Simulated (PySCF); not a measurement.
**C₂H₈B₂S, SMILES `BB(C)SC`: what the electrons do**

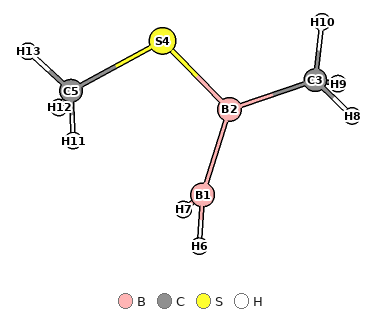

The molecule, with its atoms numbered as below. No frequency check shows the geometry to be a minimum.

Cartesian coordinates (Å):

```
B1       0.6336   -1.8607    0.0006
B2       0.8004   -0.2329    0.0002
C3       2.2043    0.5186   -0.0023
S4      -0.6201    0.8468    0.0004
C5      -2.0493   -0.2957   -0.0006
H6       0.5521   -2.4888    0.9899
H7       0.5520   -2.4901   -0.9871
H8       2.7959    0.2378    0.8699
H9       2.7958    0.2366   -0.8711
H10      2.1112    1.6026    0.0080
H11     -2.0191   -0.9146    0.8908
H12     -2.0192   -0.9158   -0.8899
H13     -2.9473    0.3137   -0.0036
```

## 1. Bonding charge

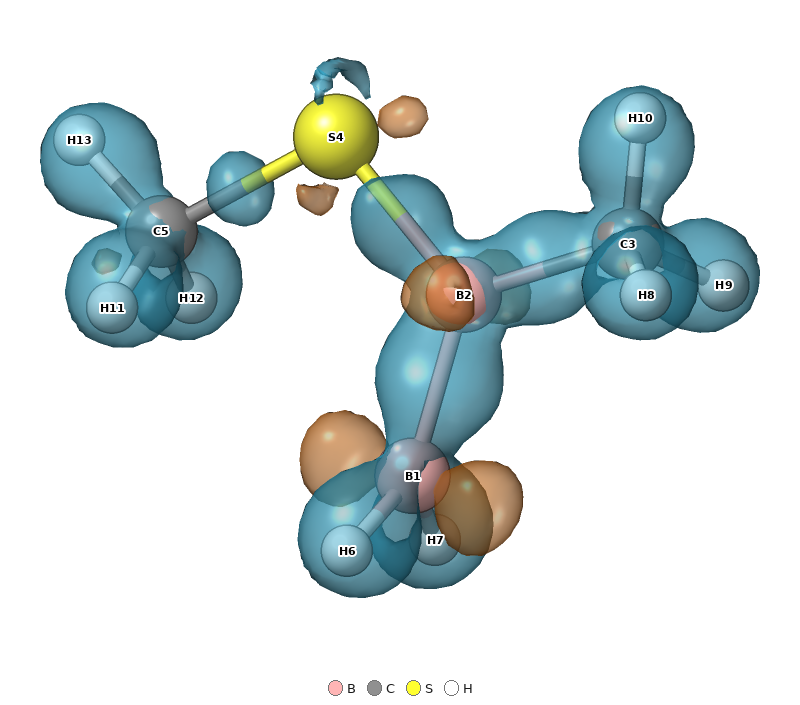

Deformation density (molecule less spherical, spin-averaged free atoms at the same positions), surfaces at ±0.14 e/Å³; light blue: gain, orange: loss.

PySCF calculation, B3LYP/def2-TZVP, gas phase; geometry: GFN2-xTB.

Describe the bonding that the map shows.

Answer. The five largest and four smallest: C5–H12: +0.74 e/Å³ at the bond critical point (bond length 1.08 Å, Mayer order 1.0). C5–H13: +0.74 e/Å³ at the bond critical point (bond length 1.08 Å, Mayer order 1.0). C5–H11: +0.74 e/Å³ at the bond critical point (bond length 1.09 Å, Mayer order 1.0). C3–H10: +0.69 e/Å³ at the bond critical point (bond length 1.09 Å, Mayer order 1.0). C3–H9 and C3–H8: +0.67 e/Å³ at the bond critical point (bond length 1.09 Å, Mayer order 1.0). B1–H6: +0.49 e/Å³ at the bond critical point (bond length 1.18 Å, Mayer order 1.0). B2–C3: +0.42 e/Å³ at the bond critical point (bond length 1.59 Å, Mayer order 1.0). S4–C5: +0.27 e/Å³ at the bond critical point (bond length 1.83 Å, Mayer order 1.0). B2–S4: +0.27 e/Å³ at the bond critical point (bond length 1.78 Å, Mayer order 1.4). In all, 3.1 electrons gather in the regions of gain relative to the promolecule.

## 2. Bond critical points

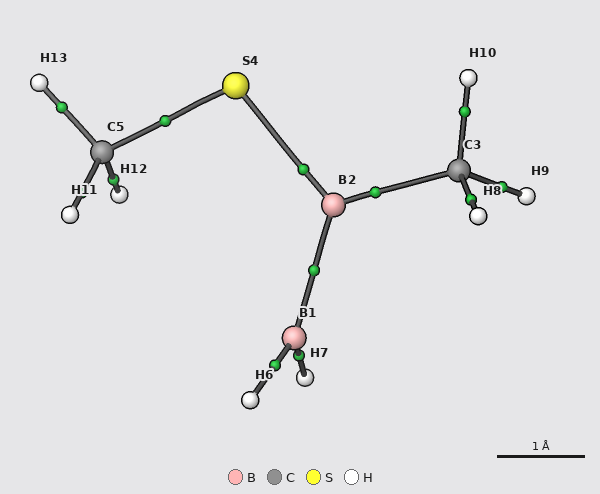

Molecular graph of the electron density (QTAIM): bond paths, bond critical points (green), ring points (magenta, if any); weak paths are dashed.

How many critical points of each kind are there, and does the count close?

Answer. 13 nuclei, 12 bond, 0 ring and 0 cage critical points: 13 − 12 + 0 − 0 = 1, as the Poincaré–Hopf relation requires.

What does the calculation give at each kind of bond critical point?

Answer.
| bond | length (Å) | ρ (a.u.) | ∇²ρ (a.u.) | ε | H (a.u.) |
| --- | --- | --- | --- | --- | --- |
| C5–H12 | 1.085 | 0.285 | −1.00 | 0.01 | −0.290 |
| C5–H13 | 1.085 | 0.284 | −0.99 | 0.01 | −0.289 |
| C5–H11 | 1.086 | 0.284 | −0.99 | 0.01 | −0.288 |
| C3–H10 | 1.088 | 0.278 | −0.94 | 0.01 | −0.280 |
| C3–H9 (2 alike) | 1.088 | 0.274 | −0.92 | 0.02 | −0.277 |
| B1–H7 | 1.174 | 0.189 | −0.35 | 0.39 | −0.219 |
| B1–H6 | 1.175 | 0.189 | −0.35 | 0.39 | −0.219 |
| B1–B2 | 1.636 | 0.181 | −0.48 | 0.02 | −0.139 |
| B2–C3 | 1.592 | 0.180 | −0.35 | 0.23 | −0.198 |
| S4–C5 | 1.830 | 0.177 | −0.29 | 0.04 | −0.119 |
| B2–S4 | 1.784 | 0.157 | −0.17 | 0.25 | −0.164 |

What kind of interaction is C5–H13?

Answer. Shared-shell (covalent): ρ = 0.284, ∇²ρ = −0.99, H = −0.289 a.u.

## 3. Local ionisation energy

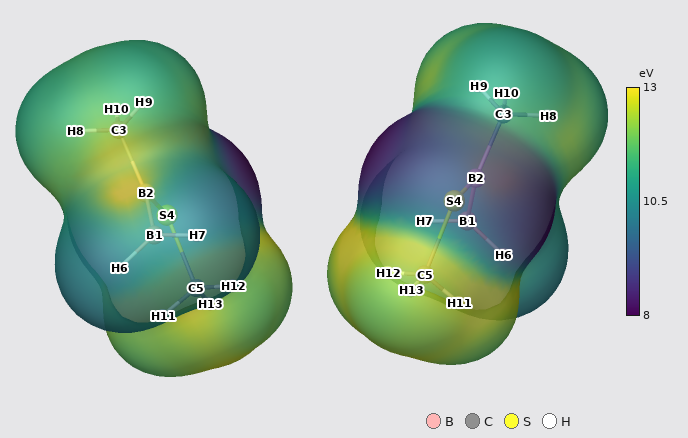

Average local ionisation energy on the surface of electron density 0.001 a.u. (back view left, front view right).

Where are the most loosely bound electrons on this surface?

Answer. The lowest value is 8.1 eV, 2.3 Å from S4, and at like points elsewhere. Further minima include 10.1 eV, 1.5 Å from H6, and at like points elsewhere; 11.1 eV, 1.4 Å from H8. For comparison, the highest occupied orbital lies at −7.2 eV.

## 4. In an electric field

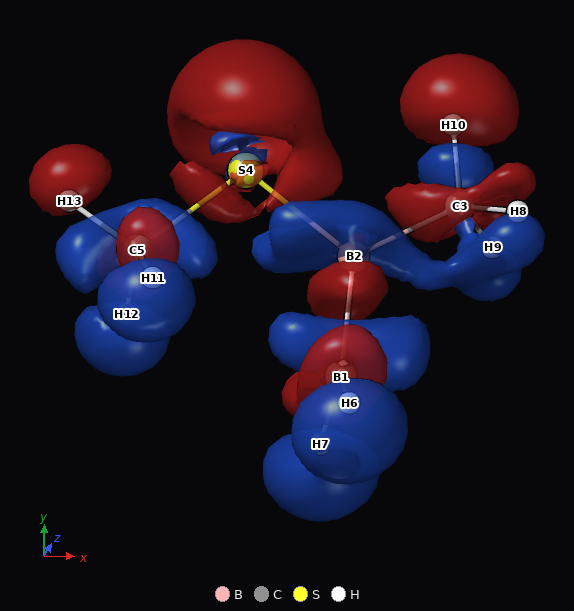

Change of the electron density in a uniform field of 0.10 V/Å, surfaces at ±0.0008 e/Å³ (red: gain, blue: loss).

Computed with PySCF, B3LYP/def2-SVPD, geometry: GFN2-xTB.

Along which Cartesian direction does the field point?

Answer. Along −y: electrons gather on the +y side, against the field.

What dipole is induced, and what polarisability does it imply?

Answer. The induced dipole is 0.40 D (along the field); α along this axis, from the fields in both directions, is 80 bohr³ (11.8 Å³).

Which atoms gain and lose the most charge?

Answer. Electrons gather most on S4 (Hirshfeld charge changes by −0.011 e) and leave H6 and H7 alike most (+0.004 e); 0.033 electrons are displaced in all.

The PySCF runs shown took 36 s and 61 s on 1 thread of Arm Neoverse V1, with other jobs on the host.
